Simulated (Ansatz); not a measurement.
CH11NSi3 (SMILES C[SiH2]N([SiH3])[SiH3])

```json
{"atom": "C", "x (Å)": "-1.6072", "y (Å)": "-1.6629", "z (Å)": "0.1151"}
{"atom": "N", "x (Å)": "0.4880", "y (Å)": "0.0978", "z (Å)": "1.3785"}
{"atom": "Si", "x (Å)": "-0.1000", "y (Å)": "-1.5570", "z (Å)": "1.2208"}
{"atom": "Si", "x (Å)": "0.3434", "y (Å)": "0.9229", "z (Å)": "2.9206"}
{"atom": "Si", "x (Å)": "1.2093", "y (Å)": "0.9204", "z (Å)": "0.0079"}
{"atom": "H", "x (Å)": "-1.3739", "y (Å)": "-1.3269", "z (Å)": "-0.9083"}
{"atom": "H", "x (Å)": "-2.4229", "y (Å)": "-1.0325", "z (Å)": "0.5037"}
{"atom": "H", "x (Å)": "-1.9749", "y (Å)": "-2.7002", "z (Å)": "0.0512"}
{"atom": "H", "x (Å)": "0.9825", "y (Å)": "-2.4381", "z (Å)": "0.6826"}
{"atom": "H", "x (Å)": "-0.4424", "y (Å)": "-2.0078", "z (Å)": "2.6065"}
{"atom": "H", "x (Å)": "0.7949", "y (Å)": "2.3336", "z (Å)": "2.7192"}
{"atom": "H", "x (Å)": "-1.0713", "y (Å)": "0.9290", "z (Å)": "3.4044"}
{"atom": "H", "x (Å)": "1.1888", "y (Å)": "0.2907", "z (Å)": "3.9787"}
{"atom": "H", "x (Å)": "1.2576", "y (Å)": "-0.0522", "z (Å)": "-1.1260"}
{"atom": "H", "x (Å)": "2.5965", "y (Å)": "1.3874", "z (Å)": "0.3108"}
{"atom": "H", "x (Å)": "0.4090", "y (Å)": "2.1108", "z (Å)": "-0.4150"}
```

Geometry: r2SCAN-D4/def2-SVP.

These are results of isolated molecule in a Gaussian basis; Kohn-Sham density functional theory, functional PBE0 (Ansatz 0.2.0), not measurements.

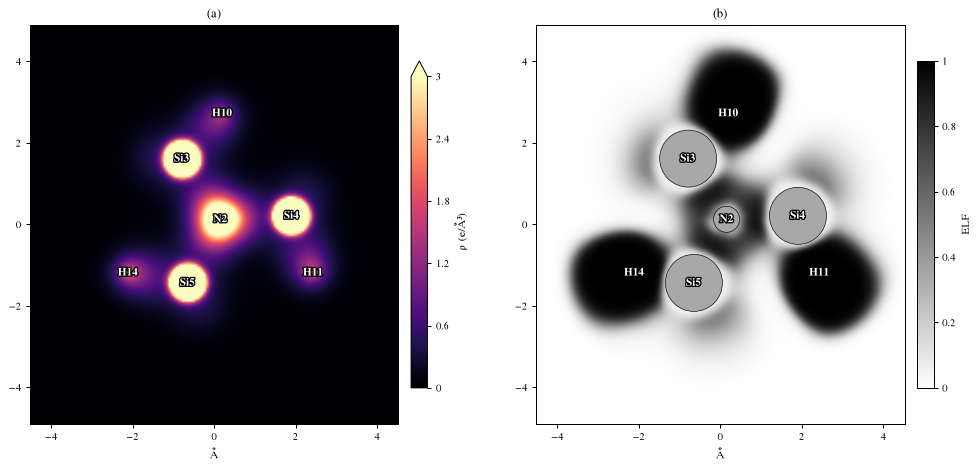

Figure 1. (a) total electron density; (b) ELF on the plane of atoms Si3, N2 and Si5. Grey discs cover the atomic cores in the ELF map.

**Interpret the plot.**

- The section cuts through N, Si and H sites.
- Si–N (1.75 Å): ρ is about 1 e/Å³ halfway; the ELF peaks at about 0.90 between the atoms: a polar covalent bond.
- Si–H (1.49 Å): the density is about 0.76 e/Å³ at the midpoint; the ELF climbs to about 1 towards the hydrogen, as it does in any bond to H.

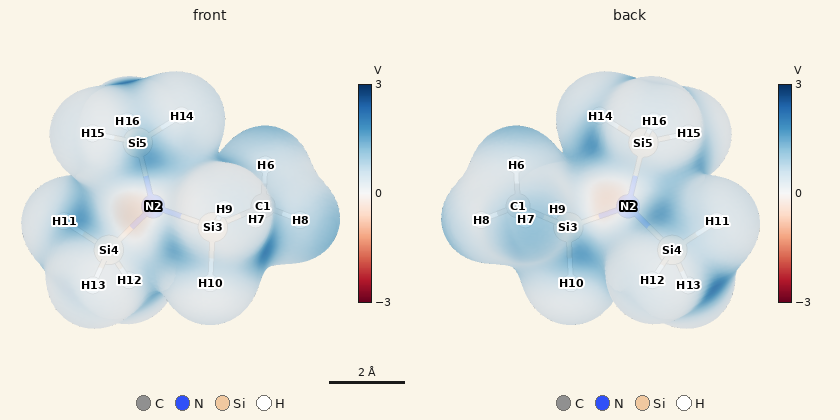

Figure 2. The electrostatic potential painted on the density surface at 0.004 e/bohr³, seen from the front and from behind; red is negative and blue positive.

**Describe the electrostatic potential map.**

The most negative region (about −0.3 V) lies over N2, the most positive (about +2.0 V) over Si3, Si4 and Si5.

**What dipole moment does the calculation give?**

Its dipole moment is 0.81 D.

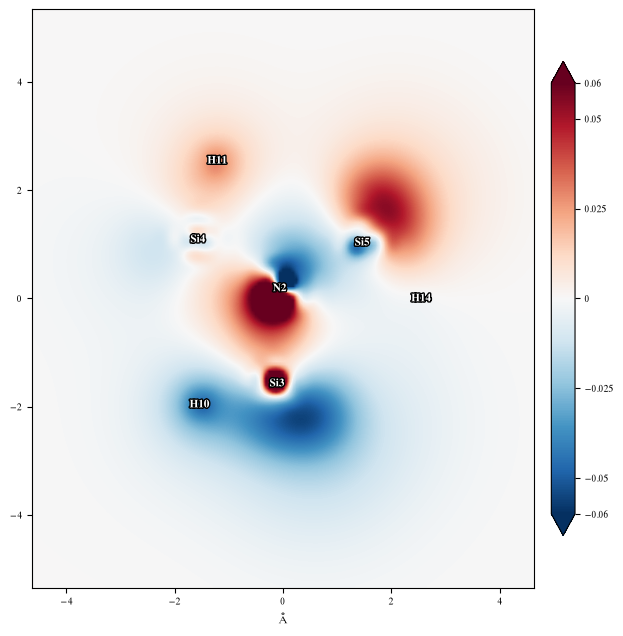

Figure 3. The HOMO on the plane of atoms N2, Si4 and H11 (values in Å⁻³ᐟ²; the overall sign is arbitrary).

**Where does this orbital lie, and at what energy?**

Its weight (Hirshfeld) is mainly on N2 (about 45 %), Si3 (about 10 %) and C1 (about 5 %). Its energy is −7.44 eV.

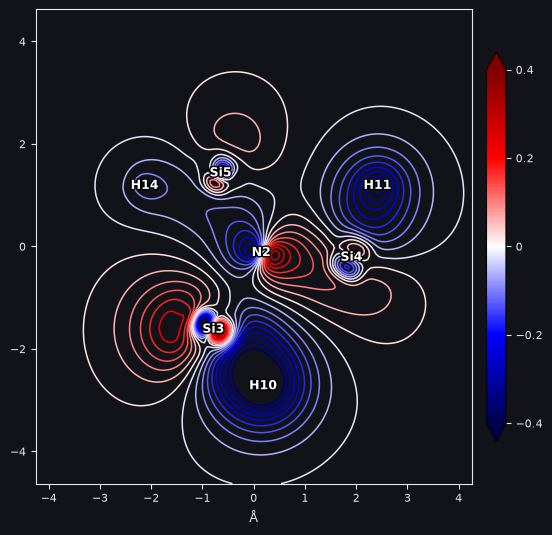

Figure 4. The HOMO−1 on the plane of atoms Si3, N2 and Si4 (values in Å⁻³ᐟ²; the overall sign is arbitrary).

**What is the character of this orbital?**

By Hirshfeld shares it lies mainly on Si3 (about 25 %), H10 (about 25 %), H9 (about 10 %), C1 (about 10 %), Si4 (about 5 %) and H11 (about 5 %). Its energy is −9.16 eV.
